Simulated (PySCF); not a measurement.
# C₆H₈NO radical: open-shell or spin-flip excitations

What do calculations give for the open-shell or spin-flip excitations of C₆H₈NO radical (`CC#C[C@@H](C)[N]C=O`)?

Programs: PySCF 2.14.0, with routines of our own; each step states its level. All values are computed. Atoms count from 0.

## Step 1: The starting structure

16 atoms, charge 0, multiplicity 2; geometry from: GFN2-xTB.

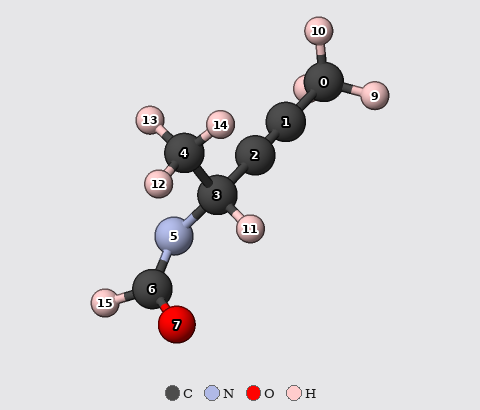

The starting geometry (carbon dark grey, nitrogen light blue, oxygen red, hydrogen pink).

## Step 2: Open-shell or spin-flip excitations: unrestricted TDDFT PBE0/def2-SVPD

The job: settings as JSON, then the geometry in Å.

```
{"job": {"kind": "uabs", "xc": "PBE0", "basis": "def2-SVPD", "nstates": 10, "tda": false}, "charge": 0, "multiplicity": 2}
C     -3.277569    -0.498338     0.524911
C     -1.885919    -0.263063     0.230460
C     -0.733665    -0.042744    -0.034870
C      0.657747     0.210710    -0.329157
C      1.228014     1.303915     0.595057
N      1.420138    -0.983072    -0.333712
C      2.545318    -1.040137    -0.995172
O      2.917231    -0.450792    -1.997437
H     -3.430754    -1.546623     0.778516
H     -3.885354    -0.255991    -0.346712
H     -3.593233     0.122627     1.362693
H      0.748767     0.604149    -1.369208
H      2.256262     1.522000     0.316447
H      1.201612     0.953190     1.624366
H      0.631200     2.208468     0.513459
H      3.192607    -1.835355    -0.551051
```

Level: unrestricted TDDFT PBE0/def2-SVPD, vertical, gas phase, core orbitals frozen in the response.

Run with:

```bash
$ OMP_NUM_THREADS=1 python excited_run.py task.json out
```

The driver reads the jobs from task.json and runs them one after another.

Output:

```text
coarse grid: 13624 points
cycle   1  E = -362.4171717994  dE =  1.209e+00  |g| = 5.623e-01  |ddm| = 6.747e+00
cycle   2  E = -361.4169123952  dE =  1.000e+00  |g| = 1.534e+00  |ddm| = 3.191e+00
cycle   3  E = -362.5079831136  dE = -1.091e+00  |g| = 3.278e-01  |ddm| = 2.651e+00
cycle   4  E = -362.5592061956  dE = -5.122e-02  |g| = 8.087e-02  |ddm| = 1.174e+00
cycle   5  E = -362.5617778470  dE = -2.572e-03  |g| = 6.639e-02  |ddm| = 3.246e-01
cycle   6  E = -362.5639956142  dE = -2.218e-03  |g| = 2.126e-02  |ddm| = 1.420e-01
cycle   7  E = -362.5643479604  dE = -3.523e-04  |g| = 1.235e-02  |ddm| = 6.442e-02
cycle   8  E = -362.5645906082  dE = -2.426e-04  |g| = 5.978e-03  |ddm| = 4.976e-02
cycle   9  E = -362.5646896271  dE = -9.902e-05  |g| = 3.342e-03  |ddm| = 4.204e-02
cycle  10  E = -362.5647169494  dE = -2.732e-05  |g| = 2.557e-03  |ddm| = 2.171e-02
cycle  11  E = -362.5647336100  dE = -1.666e-05  |g| = 1.226e-03  |ddm| = 2.197e-02
cycle  12  E = -362.5647382540  dE = -4.644e-06  |g| = 1.003e-03  |ddm| = 1.855e-02
final grid: 132424 points
cycle  13  E = -362.6213433124  dE = -2.978e-05  |g| = 5.942e-03  |ddm| = 1.128e-01
cycle  14  E = -362.6213169880  dE =  2.632e-05  |g| = 1.002e-02  |ddm| = 2.512e-02
cycle  15  E = -362.6213585776  dE = -4.159e-05  |g| = 2.159e-03  |ddm| = 1.570e-02
cycle  16  E = -362.6213606946  dE = -2.117e-06  |g| = 3.199e-04  |ddm| = 3.781e-03
cycle  17  E = -362.6213608250  dE = -1.304e-07  |g| = 2.270e-04  |ddm| = 1.518e-03
cycle  18  E = -362.6213609365  dE = -1.115e-07  |g| = 1.846e-04  |ddm| = 1.209e-03
cycle  19  E = -362.6213610289  dE = -9.242e-08  |g| = 1.171e-04  |ddm| = 1.292e-03
cycle  20  E = -362.6213611128  dE = -8.388e-08  |g| = 4.707e-05  |ddm| = 2.371e-03
cycle  21  E = -362.6213611204  dE = -7.585e-09  |g| = 2.424e-05  |ddm| = 5.292e-04
cycle  22  E = -362.6213611226  dE = -2.211e-09  |g| = 1.272e-05  |ddm| = 3.339e-04
cycle  23  E = -362.6213611232  dE = -5.678e-10  |g| = 7.548e-06  |ddm| = 1.461e-04
converged SCF energy = -362.6213611232

Static polarisability (au): isotropic 89.727, principal 66.460 70.934 131.788

<S^2> of the reference = 0.7631 (exact 0.7500)

Excitations
state   eV       nm        f      <S^2>   main configurations
  1   1.0575   1172.4   0.00123   0.805   H-2b->Lb 0.54, Hb->Lb 0.20, H-1b->Lb 0.16, H-3b->Lb 0.09
  2   1.4814    836.9   0.00504   0.820   H-3b->Lb 0.62, Hb->Lb 0.34
  3   2.1807    568.6   0.00678   0.784   H-1b->Lb 0.81, Hb->Lb 0.13
  4   2.4209    512.1   0.02252   0.798   H-2b->Lb 0.39, Hb->Lb 0.33, H-3b->Lb 0.25
  5   4.6338    267.6   0.01712   1.100   H-5b->Lb 0.53, H-4b->Lb 0.20, H-3a->La 0.11
  6   4.9911    248.4   0.00060   2.706   H-1a->L+3a 0.10, Hb->L+4b 0.10, H-1b->L+5b 0.08
  7   5.1635    240.1   0.01149   0.850   H-4b->Lb 0.74, H-5b->Lb 0.18
  8   5.4194    228.8   0.00150   2.267   H-2a->La 0.36, Ha->La 0.15, H-1a->La 0.13
  9   5.6611    219.0   0.00267   0.864   H-6b->Lb 0.82
 10   5.7460    215.8   0.00039   2.705   H-1b->L+4b 0.19, H-1a->L+3a 0.17, Ha->L+3a 0.10
```

It took 5.5 min on 1 thread of Intel Xeon at 2.50GHz, shared host; peak memory 0.84 GiB.

In short:

| quantity | value |
| --- | --- |
| ⟨S²⟩ | 0.763 |

Löwdin spin populations:

C0 0.00; C1 0.01; C2 0.00; C3 0.05; C4 0.04; N5 0.62; C6 0.00; O7 0.20; H8 0.00; H9 0.00; H10 0.00; H11 0.04; H12 0.00; H13 0.00; H14 0.00; H15 0.01

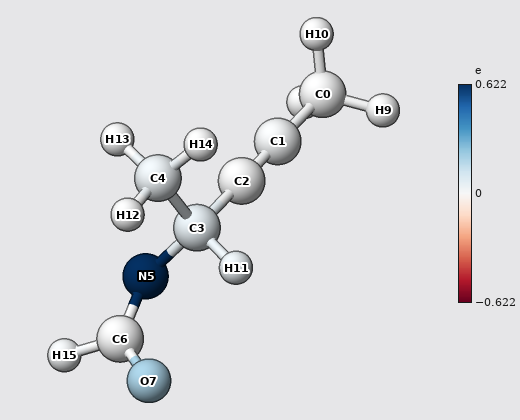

Löwdin spin populations, as colours on the atoms.

With diffuse functions Löwdin's scheme smears the spin, so small populations can have the wrong sign.

Orbitals, density, ELF and potential are computed afterwards from the orbital file.

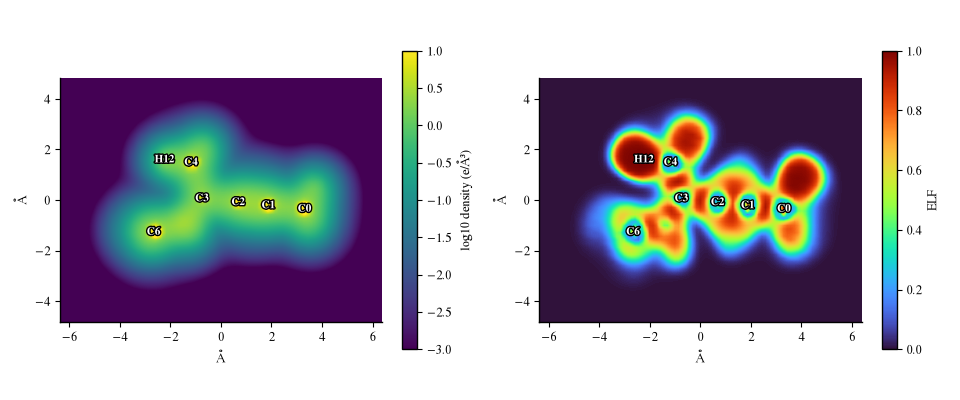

Density (left) and ELF (right) in a plane through or near 7 of the atoms.

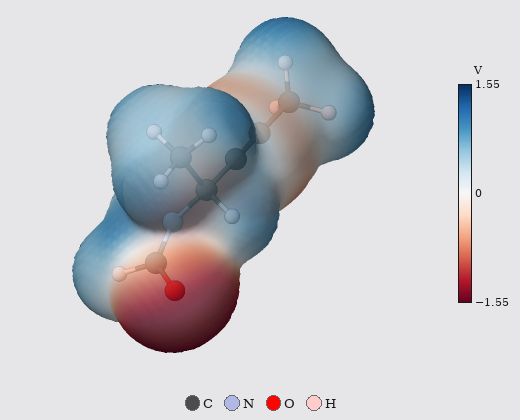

Electrostatic potential on the surface of density 0.002 e/bohr³; red is low, blue high. It runs, from the 1st to the 99th percentile, from -1.55 V near O7 to 1.00 V near H10.

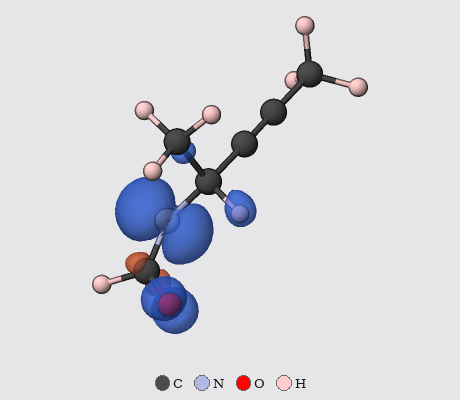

Spin density at ±0.06 e/Å³ (alpha excess blue, beta excess red).

## Step 3: Open-shell or spin-flip excitations: unrestricted TDDFT PBE0/ANO-RCC-VDZP

Settings changed since step 2:

```diff
@@ -1,2 +1,2 @@
-{"job": {"kind": "uabs", "xc": "PBE0", "basis": "def2-SVPD", "nstates": 10, "tda": false}, "charge": 0, "multiplicity": 2}
+{"job": {"kind": "uabs", "xc": "PBE0", "basis": "ANO-RCC-VDZP", "nstates": 2, "tda": false, "scf": {"conv": 1e-11, "aux": "def2-universal-jkfit", "fallback": true}}, "charge": 0, "multiplicity": 2}
 C     -3.277569    -0.498338     0.524911
```

Method: unrestricted TDDFT PBE0/ANO-RCC-VDZP, vertical, gas phase, core orbitals frozen in the response.

Output:

```text
final grid: 132424 points
cycle   1  E = -362.8164339522  dE =  1.292e+00  |g| = 5.738e-01  |ddm| = 3.983e+00
cycle   2  E = -361.7775446605  dE =  1.039e+00  |g| = 1.560e+00  |ddm| = 2.105e+00
cycle   3  E = -362.9182608833  dE = -1.141e+00  |g| = 3.261e-01  |ddm| = 1.977e+00
cycle   4  E = -362.9690771861  dE = -5.082e-02  |g| = 7.966e-02  |ddm| = 4.039e-01
cycle   5  E = -362.9715961615  dE = -2.519e-03  |g| = 6.666e-02  |ddm| = 1.736e-01
cycle   6  E = -362.9738338479  dE = -2.238e-03  |g| = 2.162e-02  |ddm| = 7.379e-02
cycle   7  E = -362.9741975237  dE = -3.637e-04  |g| = 1.250e-02  |ddm| = 4.038e-02
cycle   8  E = -362.9744545333  dE = -2.570e-04  |g| = 6.080e-03  |ddm| = 4.279e-02
cycle   9  E = -362.9745550812  dE = -1.005e-04  |g| = 3.458e-03  |ddm| = 3.299e-02
cycle  10  E = -362.9745843312  dE = -2.925e-05  |g| = 2.616e-03  |ddm| = 1.674e-02
[... 3 cycles left out ...]
cycle  14  E = -362.9746074804  dE = -6.256e-07  |g| = 1.907e-04  |ddm| = 3.474e-03
cycle  15  E = -362.9746076628  dE = -1.824e-07  |g| = 1.333e-04  |ddm| = 1.783e-03
cycle  16  E = -362.9746077345  dE = -7.169e-08  |g| = 1.125e-04  |ddm| = 1.183e-03
cycle  17  E = -362.9746077524  dE = -1.788e-08  |g| = 6.896e-05  |ddm| = 4.609e-04
cycle  18  E = -362.9746077676  dE = -1.515e-08  |g| = 2.437e-05  |ddm| = 6.972e-04
cycle  19  E = -362.9746077688  dE = -1.273e-09  |g| = 1.290e-05  |ddm| = 1.797e-04
cycle  20  E = -362.9746077689  dE = -4.877e-11  |g| = 1.036e-05  |ddm| = 5.289e-05
cycle  21  E = -362.9746077691  dE = -2.563e-10  |g| = 2.025e-06  |ddm| = 8.218e-05
cycle  22  E = -362.9746077691  dE = -1.069e-11  |g| = 1.242e-06  |ddm| = 9.806e-06
cycle  23  E = -362.9746077692  dE = -2.842e-12  |g| = 7.813e-07  |ddm| = 5.084e-06
converged SCF energy = -362.9746077692

Static polarisability (au): isotropic 81.321, principal 57.518 61.709 124.735

<S^2> of the reference = 0.7633 (exact 0.7500)

Excitations
state   eV       nm        f      <S^2>   main configurations
  1   1.0513   1179.3   0.00098   0.808   H-2b->Lb 0.57, H-1b->Lb 0.19, Hb->Lb 0.16
  2   1.4987    827.3   0.00573   0.816   H-3b->Lb 0.63, Hb->Lb 0.31
```

It took 3.2 min on 1 thread of Intel Xeon at 2.50GHz, shared host; peak memory 0.62 GiB.

From this job:

| quantity | value |
| --- | --- |
| ⟨S²⟩ | 0.763 |

## Step 4: Results

| quantity | value |
| --- | --- |
| lowest and brightest state of nearly pure spin, of 10 (step 2, unrestricted TDDFT PBE0/def2-SVPD) | 1.06 eV; 2.42 eV, f = 0.023 |
| surface potential, 1st and 99th percentile | -1.55 V and 1.00 V |
| lowest and brightest state of nearly pure spin, of 2 (step 3, unrestricted TDDFT PBE0/ANO-RCC-VDZP) | 1.05 eV; 1.50 eV, f = 0.006 |

What this shows: States whose ⟨S²⟩ lies well above the reference's are mixtures of spin states, an artefact of the unrestricted response, and are left out of the summary. The lowest state of nearly pure spin runs from 1.05 to 1.06 eV over the runs.
